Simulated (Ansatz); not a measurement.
CH5AlB (doublet)

```yaml
atoms:
  - { symbol: C, position_ang: [1.0683, 1.6409, -0.1419] }
  - { symbol: Al, position_ang: [-0.2823, 1.5498, -1.6250] }
  - { symbol: B, position_ang: [0.2376, 2.4872, 0.8090] }
  - { symbol: H, position_ang: [0.2624, 3.6985, 0.7423] }
  - { symbol: H, position_ang: [-0.5408, 1.9675, 1.5812] }
  - { symbol: H, position_ang: [1.2515, 0.5827, 0.1065] }
  - { symbol: H, position_ang: [1.9511, 2.0914, -0.6244] }
  - { symbol: H, position_ang: [-1.7146, 2.2678, -1.5259] }
```

Geometry: PBE0-D3(BJ)/def2-SVP.

Method: isolated molecule in a Gaussian basis; Kohn-Sham density functional theory, functional PBE0 in Ansatz.

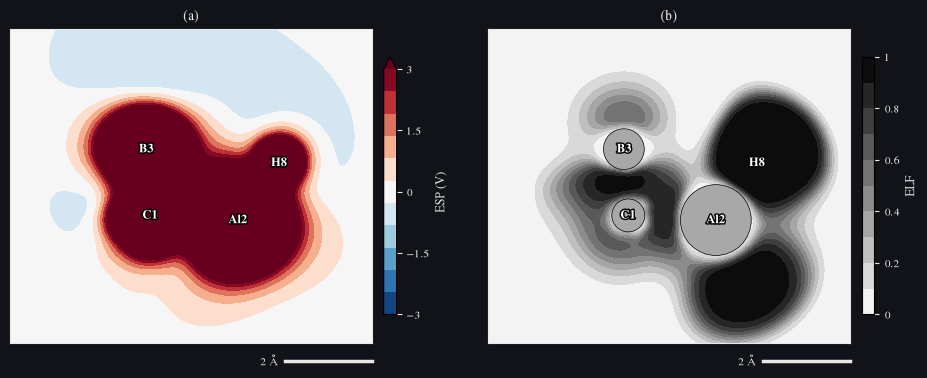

Figure 1. (a) molecular electrostatic potential; (b) ELF on the plane of atoms Al2, C1 and B3. Grey discs cover the atomic cores in the ELF map.

What does the map show?

Answer.
- Atoms in the plane: C, Al, B and H.
- C–B (1.52 Å): the ELF peaks at about 0.95 between the atoms; a covalent bond.
- C–Al (2.01 Å): the ELF peaks at about 0.90 between the atoms: a shared but strongly polarised pair.
- Al–H (1.61 Å): the ELF climbs to about 1 towards the hydrogen.
- Outside the dense part of the molecule the potential is most negative (−0.8 V) near H4, which lies off the plane.

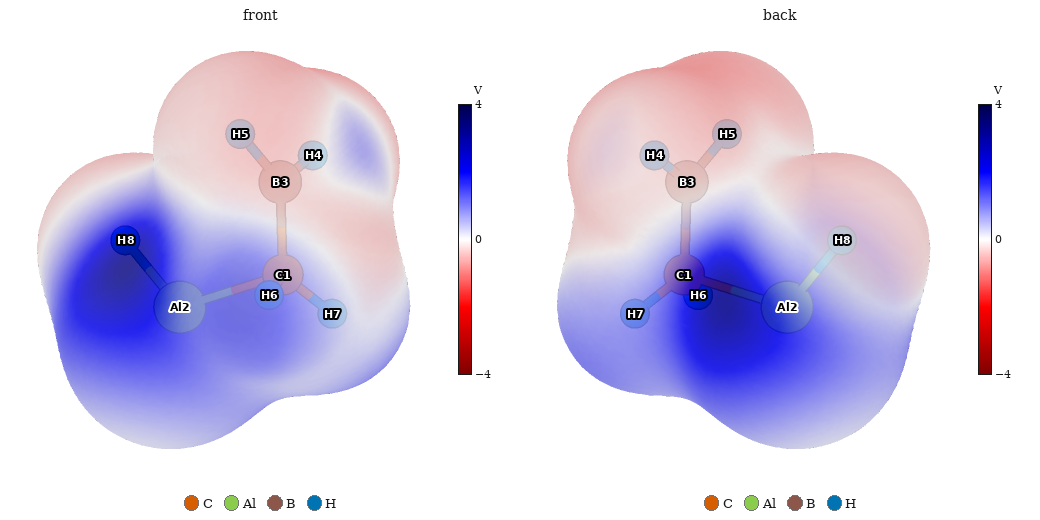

Figure 2. The molecular electrostatic potential painted on the density surface at 0.002 e/bohr³, seen from the front and from behind; red is negative and blue positive.

Where is the surface potential most negative and most positive?

Answer. The most negative region (about −0.7 V) lies over H5, the most positive (about +3.2 V) over Al2.

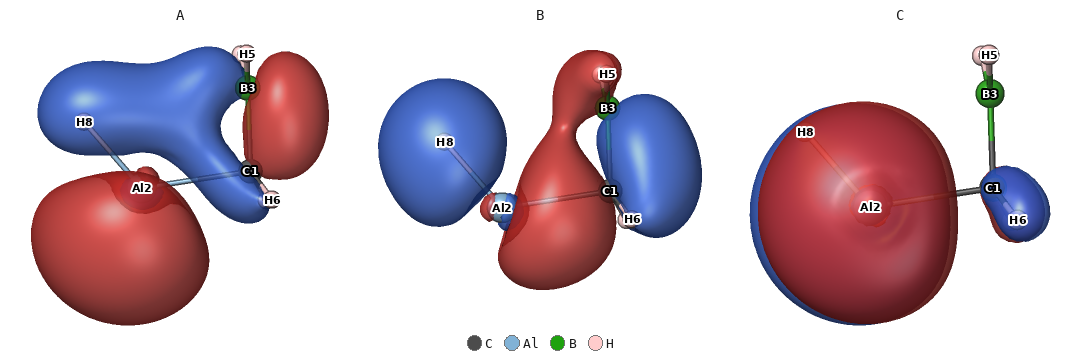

Figure 3. Three frontier orbitals at ±0.08 Å⁻³ᐟ² (red and blue are the two phases), in no order.

Order the three orbitals by energy and name them. All are α orbitals.

Answer. B is the HOMO−1 (α) (−8.40 eV). It lies mainly on C1 (about 35 %), Al2 (about 25 %), H8 (about 25 %) and B3 (about 10 %). A is the HOMO (α) (−5.76 eV). By Hirshfeld shares it lies mainly on Al2 (about 70 %), B3 (about 10 %), C1 (about 10 %) and H8 (about 10 %). C is the LUMO (α) (−2.00 eV). By Hirshfeld shares it lies mainly on Al2 (about 85 %).

What is the gap between the highest occupied and lowest empty α orbitals?

Answer. 3.76 eV between the orbital energies.
